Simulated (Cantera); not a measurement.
Feed: 1 mol CaCO3, 0.34 mol O2, 0.46 mol CO2, at 0.710 bar.

These are equilibrium values from Cantera (NASA tables, ideal gas, pure condensed phases), not measurements of a reactor. Candidate condensed phases: C, Ca, CaCO3, CaO; 15 gas species. Mutual solubility and eutectic melting of coexisting phases are not modelled. The numbers say what is thermodynamically allowed, not how fast it happens.

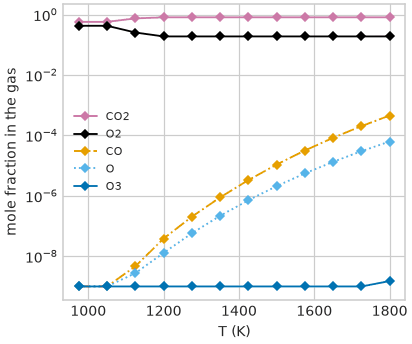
*Equilibrium gas composition (values under 1e-9 drawn at 1e-9)*

From 975 K to 1050 K the condensed part is CaCO3(calcite). At 1125 K the condensed part is CaCO3(calcite) + CaO(s). From 1200 K to 1800 K the condensed part is CaO(s).
